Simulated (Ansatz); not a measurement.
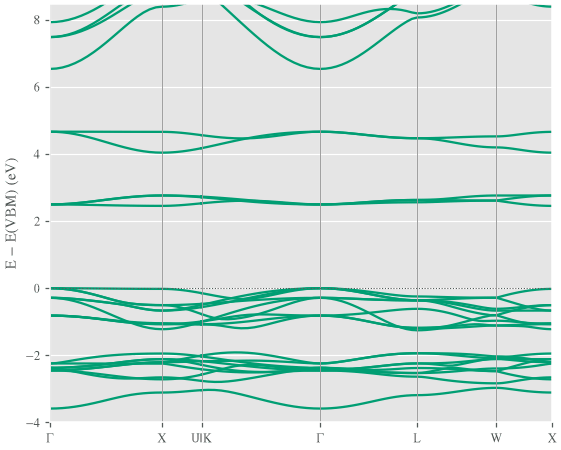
*Band structure from the program Ansatz at the r²SCAN level (PAW)*

### Question
Read off the gap and where the band edges lie.

### Answer
About 2.5 eV (2.45 eV by a search for the band edges); maximum at Γ, minimum at X.

### Question
Pick the material that matches.
(A) Rb2TiCl6, Fm-3m (Rb on 8c, Ti on 4a, Cl on 24e)
(B) Rb2AgRhF6, Fm-3m (Rb on 8c, Ag on 4b, Rh on 4a, F on 24e)
(C) Cs3Bi, Fm-3m (Cs on 8c, Cs on 4b, Bi on 4a)
(D) SnF3, Fm-3m (Sn on 4b, Sn on 4a, F on 24e)

### Answer
A, Rb2TiCl6, Fm-3m (Rb on 8c, Ti on 4a, Cl on 24e)

The workflow started from a Materials Project entry (that database holds measured and hypothetical structures alike); the Crystallography Open Database files this formula in space group No. 225, but the cells were not matched. Its standing as an ambient phase is unchecked. Symmetry was held in the r²SCAN relaxation; its stability against distortions is not shown here. No spin polarisation was allowed. Scalar-relativistic: spin–orbit coupling is off unless named, which matters more the heavier the elements.

Potentials: the later of the program's two PAW sets.
